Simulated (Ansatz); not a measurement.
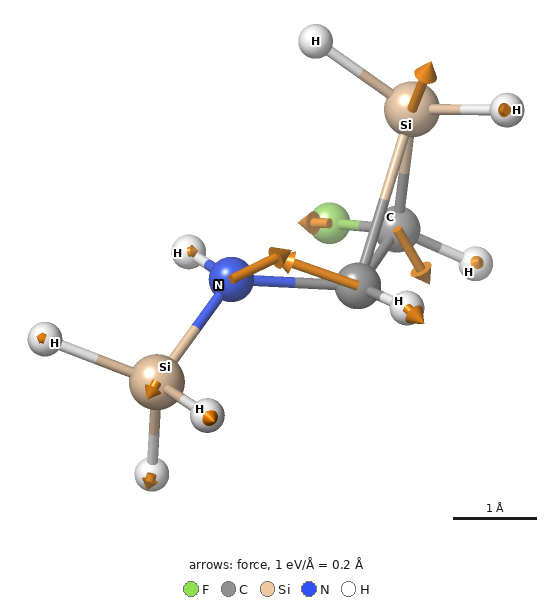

Starting geometry of C2H8FNSi2 with the computed forces as orange arrows. A ball-and-stick model, seen from a free direction.

The run prepares an end point of a later path (torsion) calculation, from a guessed geometry.

These are results of RKS PBE0-D4/cc-pVDZ in Ansatz 0.2.0, not measurements. (no spin polarisation; force threshold 0.015 eV/Å; at most 40 steps)

### Is this structure relaxed? If not, where do the atoms go?

It isn't relaxed: the largest force vector, on a C atom, is 5.48 eV/Å. The final displacements have little in common with the starting forces (cosine between the two patterns −0.05). The atom that moves furthest after the best rigid fit is an H atom (1.66 Å). By element the largest moves are H 1.66 Å, Si 0.88 Å, N 0.65 Å, F 0.57 Å, C 0.30 Å. Among the contacts that change: C–Si 2.238 → 1.913 Å, C–N 1.564 → 1.432 Å, C–Si 1.755 → 1.880 Å, C–C 1.437 → 1.528 Å. Among the angles between lasting bonds that change: Si–C–H 98.4° → 124.2°, C–Si–H 98.9° → 122.6°, Si–C–C 88.4° → 67.4°. After 24 accepted moves (25 points after the start) the energy has fallen by 45.2 kcal/mol. The largest force component goes from 5.1 to 0.012 eV/Å. The line search rejected the trial step at point 24 of the run.
